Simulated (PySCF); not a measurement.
C$_{5}$H$_{12}$N$_{2}$Si (SMILES CN([SiH3])/N=C\C1CC1)

The calculation's input:

```
{"job": {"kind": "nmr", "xc": "PBE0", "basis": "pcSseg-1"}, "charge": 0, "multiplicity": 1}
C     -2.495006    -1.791603     0.237279
N     -1.483143    -0.765740     0.062564
Si    -1.739826     0.534156    -1.063813
N     -0.463303    -1.004997     0.914592
C      0.701901    -0.510684     0.882078
C      1.366217     0.402423    -0.064530
C      2.040398     1.644910     0.464226
C      2.867023     0.505489    -0.031499
H     -2.234334    -2.689953    -0.329260
H     -2.549245    -2.054741     1.293535
H     -3.462409    -1.430601    -0.101167
H     -1.152625     0.255429    -2.383317
H     -3.191595     0.631892    -1.197791
H     -1.190806     1.757561    -0.485426
H      1.317588    -0.842858     1.712324
H      0.896806     0.481393    -1.036324
H      1.981991     2.545613    -0.127913
H      1.999153     1.819976     1.528850
H      3.386685     0.615275    -0.971283
H      3.399380    -0.092261     0.693842
```

Run with:

```sh
OMP_NUM_THREADS=1 python probes_run.py task.json out
```

Geometry: GFN2-xTB.

All numbers below come from PySCF, PBE0/pcSseg-1, SCF density, gas phase, non-relativistic.

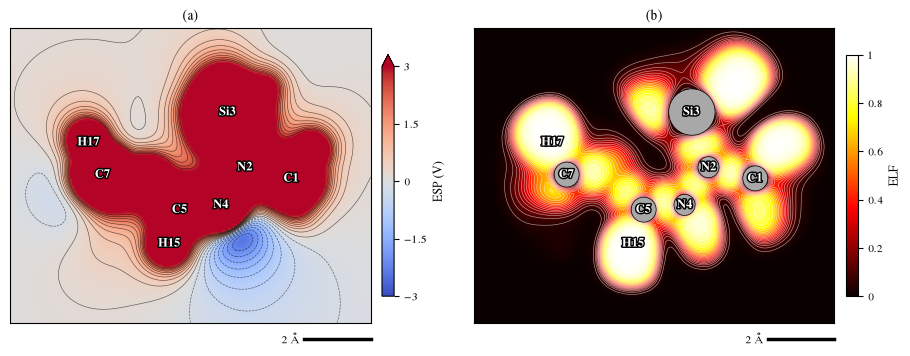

Figure 1. (a) electrostatic potential; (b) ELF on the plane of atoms C1, N2 and Si3. Grey discs cover the atomic cores in the ELF map.

What do the fields say about this system?

- The section cuts through C, N, Si and H sites.
- C–N (1.27 Å): the ELF peaks at about 0.90 between the atoms (a multiple bond).
- N–N (1.35 Å): the ELF peaks at about 0.90 between the atoms: a covalent bond.
- Si–N (1.74 Å): the ELF peaks at about 0.90 between the atoms; a polar covalent bond.
- C–H (1.09 Å): the ELF climbs to about 1 towards the hydrogen, as it does in any bond to H: a covalent bond by its length.
- C–N (1.45 Å): the ELF peaks at about 0.95 between the atoms (a covalent bond).
- The ELF also peaks beside N4, away from the bonds: lone-pair regions.
- Outside the dense part of the molecule the potential is most negative (−2.4 V) near N4.

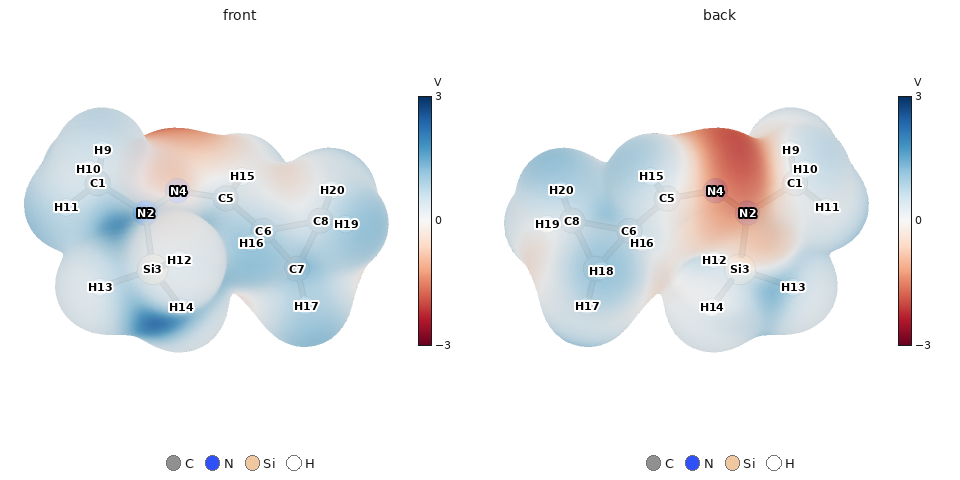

Figure 2. The electrostatic potential painted on the density surface at 0.004 e/bohr³, seen from the front and from behind; red is negative and blue positive.

Which sites attract a positive test charge, and which a negative one?

A positive charge is drawn to the negative regions and a negative charge to the positive ones. The most negative region (about −1.9 V, or −44 kcal/mol for a unit charge) lies over N4, the most positive (about +1.9 V, or +44 kcal/mol for a unit charge) over Si3. N4 is the likeliest acceptor of a hydrogen bond.
